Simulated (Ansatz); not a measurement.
**A computed series for SiO2: response to strain**

Consider SiO₂ in the rutile structure (space group P4_2/mnm, No. 136).

```
CELL_PARAMETERS angstrom
      4.23608     0.00000     0.00000
      0.00000     4.23608     0.00000
      0.00000     0.00000     2.69045
ATOMIC_POSITIONS crystal
  Si 0.00000 0.00000 0.00000
  Si 0.50000 0.50000 0.50000
  O  0.30698 0.30698 0.00000
  O  0.80698 0.19302 0.50000
  O  0.19302 0.80698 0.50000
  O  0.69302 0.69302 0.00000
```

Cartesian axes are those of the cell as printed.

Strains are applied to the cell and any free atomic positions relax.

Calculations: PBE/PAW in Ansatz (a program for electronic structure), spin-orbit coupling left out.

Notes on the quantities. pressure: mean of the normal stresses, compression positive.

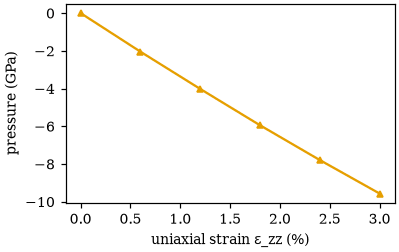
Fig. 1. Pressure against uniaxial strain ε_zz

From the plot, what is the pressure for uniaxial strain ε_zz = +2.40 %?

About -7.8 GPa.

Is the trend monotonic over the range shown?

Yes, it falls throughout, spanning -9.56 GPa to 0.01 GPa.

No phonon test of stability was made.
